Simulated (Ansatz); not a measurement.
# SiHCl3 (trichlorosilane): levels of theory compared

Wanted: a comparison of 6 runs (BHLYP/STO-3G, CAM-B3LYP/STO-3G, UPBE0/STO-3G, r2SCAN0/STO-3G, MP2/STO-3G, CCSD(T)/STO-3G) of SiHCl3 (trichlorosilane). 

The results are computed with Ansatz 0.2.0.

56 further runs of the same task are left out: 10 that didn't finish, 46 set aside as unsound or not needed.

**1. The structure to begin with**

SiHCl3 has 5 atoms, charge 0, and is taken as a singlet. As SMILES, `Cl[SiH](Cl)Cl`. The Cl4–Si2 distance was set to 2.537 Å, away from the relaxed value.

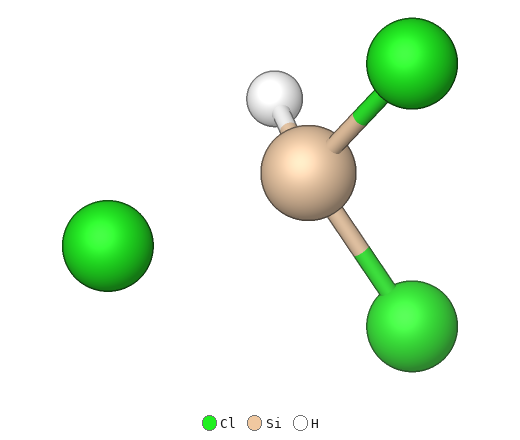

Viewed from a chosen angle; chlorine green, silicon light orange, hydrogen white.

**2. The energy at BHLYP/STO-3G (run 1)**

job.yaml reads:

```yaml
crystal:
  periodic: [false, false, false]
  atoms:
    - {symbol: Cl, position_ang: [1.789612, -0.281968, 1.296794]}
    - {symbol: Si, position_ang: [0.017382, 0.276772, 0.480354]}
    - {symbol: Cl, position_ang: [0.116382, 2.223162, -0.086376]}
    - {symbol: Cl, position_ang: [-0.476020, -1.170520, -1.544190]}
    - {symbol: H, position_ang: [-1.052628, 0.110402, 1.473064]}
basis:
  gaussian:
    orbitals: STO-3G
accuracy: high
hamiltonian:
  xc: {name: BHLYP}
```

Command:

```
$ ansatz run job.yaml --threads 1 --pin off --max-ram 3480MiB --events-out events.jsonl --progress --plain --runs-dir runs
```

The log of the run:

```text
Warning: RAYON_NUM_THREADS=1 ignored (pool sized by the plan → 1); use --threads N
Functional definition: BHLYP
  name "BHLYP"
  parameter a = 0.5
  exchange = (1 - a)*b88_x + a*exact_x
  correlation = lyp_c
700 factors; integrals over basis functions are off by at most 1.7e-8 eV
mean field evaluation 1: about -44960.4037 eV, gradient 3.0e1 eV
mean field evaluation 2: about -44962.0562 eV, gradient 2.8e1 eV
mean field evaluation 4: about -44965.6344 eV, gradient 3.3e-1 eV
mean field evaluation 8: about -44965.6414 eV, gradient 1.8e-3 eV
mean field evaluation 16: about -44965.6414 eV, gradient 2.6e-8 eV
mean field -44965.64142815 eV, -1652.4568436781 hartree, gradient 2.6e-8 eV, S^2 0.000000; 0 other end points of the search recorded, 0 dependent functions left out
reference -44965.64145031 eV, -1652.4568444926 hartree; 33, 33 occupied and 4, 4 virtual orbitals, 700 factors
Total energy: -44965.64145031 eV, -1652.4568444926 hartree
```

It took 2.2 s on 1 thread of Arm Neoverse V2, shared host; peak memory 0.13 GiB.

**3. The energy at CAM-B3LYP/STO-3G (run 2)**

Changes to job.yaml since step 2:

```diff
@@ -11,4 +11,4 @@
     orbitals: STO-3G
+hamiltonian:
+  xc: {name: CAM-B3LYP}
 accuracy: high
-hamiltonian:
-  xc: {name: BHLYP}
```

Command:

```
$ ansatz run job.yaml --threads 1 --pin off --max-ram 3480MiB --events-out events.jsonl --progress --plain --runs-dir runs
```

The log of the run:

```text
Warning: RAYON_NUM_THREADS=1 ignored (pool sized by the plan → 1); use --threads N
Functional definition: CAM-B3LYP
  name "CAM-B3LYP"
  parameter alpha = 0.19
  parameter beta = 0.46
  parameter omega = 0.33/bohr
  parameter ac = 0.81
  exchange = (1 - alpha - beta)*b88_x + beta*b88_x_sr(omega) + alpha*exact_x + beta*exact_x_lr(omega)
  correlation = (1 - ac)*vwn5_c + ac*lyp_c
700 factors; integrals over basis functions are off by at most 1.7e-8 eV
242 factors; integrals over basis functions are off by at most 8.6e-10 eV
mean field evaluation 1: about -44956.7408 eV, gradient 3.1e1 eV
mean field evaluation 2: about -44958.4781 eV, gradient 3.0e1 eV
mean field evaluation 4: about -44962.3296 eV, gradient 3.5e-1 eV
mean field evaluation 8: about -44962.3067 eV, gradient 2.1e-3 eV
mean field evaluation 16: about -44962.3067 eV, gradient 3.6e-8 eV
mean field -44962.30673601 eV, -1652.3342960022 hartree, gradient 3.5e-8 eV, S^2 0.000000; 0 other end points of the search recorded, 0 dependent functions left out
reference -44962.30675170 eV, -1652.3342965789 hartree; 33, 33 occupied and 4, 4 virtual orbitals, 700 factors
Total energy: -44962.30675170 eV, -1652.3342965789 hartree
```

Run time: 2.5 s. Hardware: 1 thread of Arm Neoverse V2, shared host; peak memory 0.14 GiB.

Runs 3 to 4 aren't shown in full; the table further down has their settings and results.

**4. A single-point energy at MP2/STO-3G (run 5)**

in.yaml reads:

```yaml
crystal:
  periodic: [false, false, false]
  atoms:
    - {symbol: Cl, position_ang: [1.789612, -0.281968, 1.296794]}
    - {symbol: Si, position_ang: [0.017382, 0.276772, 0.480354]}
    - {symbol: Cl, position_ang: [0.116382, 2.223162, -0.086376]}
    - {symbol: Cl, position_ang: [-0.476020, -1.170520, -1.544190]}
    - {symbol: H, position_ang: [-1.052628, 0.110402, 1.473064]}
basis:
  gaussian: {orbitals: STO-3G}
accuracy: high
correlation: {method: mp2, frozen_orbitals: {Cl: 5, H: 0, Si: 5}}
```

Command:

```
$ ansatz run in.yaml --threads 1 --pin off --max-ram 3480MiB --events-out events.jsonl --progress --plain --runs-dir runs
```

The log of the run:

```text
Warning: RAYON_NUM_THREADS=1 ignored (pool sized by the plan → 1); use --threads N
Functional definition: HF
  name "HF"
  exchange = exact_x
  correlation = 0
700 factors; integrals over basis functions are off by at most 1.7e-8 eV
mean field evaluation 1: about -44894.8970 eV, gradient 2.7e1 eV
mean field evaluation 2: about -44894.9345 eV, gradient 2.7e1 eV
mean field evaluation 4: about -44899.3445 eV, gradient 1.0e0 eV
mean field evaluation 8: about -44899.3486 eV, gradient 2.4e-5 eV
mean field -44899.34861181 eV, -1650.0206276124 hartree, gradient 7.4e-9 eV, S^2 0.000000; 0 other end points of the search recorded, 0 dependent functions left out
20 core orbitals not correlated: weight in the atoms' cores, before any rotation towards them, 1.000 or more for the frozen orbitals, at most 0.000 for the correlated occupied ones
reference -44899.34861181 eV, -1650.0206276124 hartree; 13, 13 occupied and 4, 4 virtual orbitals, 700 factors
second order -1.54107766 eV of doubles, -0.00000000 eV of singles
Total energy: -44900.88968947 eV, -1650.0772611717 hartree
```

Run time: 0.4 s. Hardware: 1 thread of Arm Neoverse V2, shared host; peak memory 0.091 GiB.

**5. A single-point energy at CCSD(T)/STO-3G (run 6)**

Changes to in.yaml since step 4:

```diff
@@ -9,4 +9,9 @@
 basis:
-  gaussian: {orbitals: STO-3G}
+  gaussian:
+    orbitals: STO-3G
+scf:
+  omitted_lower_state_checks: [cluster_reference, increment]
 accuracy: high
-correlation: {method: mp2, frozen_orbitals: {Cl: 5, H: 0, Si: 5}}
+correlation:
+  method: ccsd_t
+  frozen_orbitals: {Cl: 5, H: 0, Si: 5}
```

Command:

```
$ ansatz run in.yaml --threads 1 --pin off --max-ram 3480MiB --events-out events.jsonl --progress --plain --runs-dir runs
```

The log of the run:

```text
Warning: RAYON_NUM_THREADS=1 ignored (pool sized by the plan → 1); use --threads N
[... 11 lines left out ...]
20 core orbitals not correlated: weight in the atoms' cores, before any rotation towards them, 1.000 or more for the frozen orbitals, at most 0.000 for the correlated occupied ones
[... 23 lines left out ...]
Total energy: -44901.47181044 eV, -1650.0986537229 hartree
Checks for a lower state left out: cluster_reference, increment
```

Wall time 0.5 s (1 thread of Arm Neoverse V2, shared host); peak memory 0.092 GiB.

**6. All runs side by side**

```csv
run,level,frozen core orbitals,energy (Eh),wall time
1,BHLYP/STO-3G,–,-1652.456844,2.2 s
2,CAM-B3LYP/STO-3G,–,-1652.334297,2.5 s
3,UPBE0/STO-3G,–,-1651.883002,3.9 s
4,r2SCAN0/STO-3G,–,-1652.403167,5.1 s
5,MP2/STO-3G,20,-1650.077261,0.4 s
6,CCSD(T)/STO-3G,20,-1650.098654,0.5 s
```

**7. What came out**

| quantity | value |
| --- | --- |
| run 6: total energy | -1650.09865 Eh |
| run 6: correlation energy (20 core orbitals frozen) | -78.0 mEh |
| run 6: (T) correction | -1.90 mEh |
| run 6: T1 diagnostic | 0.009 |

**Reading.** Totals of different functionals can't be ranked against each other. In runs 1, 2, 3, 4, 5, 6 the basis is minimal, so the values are rough. All runs together took 15 s, the longest 5.1 s.
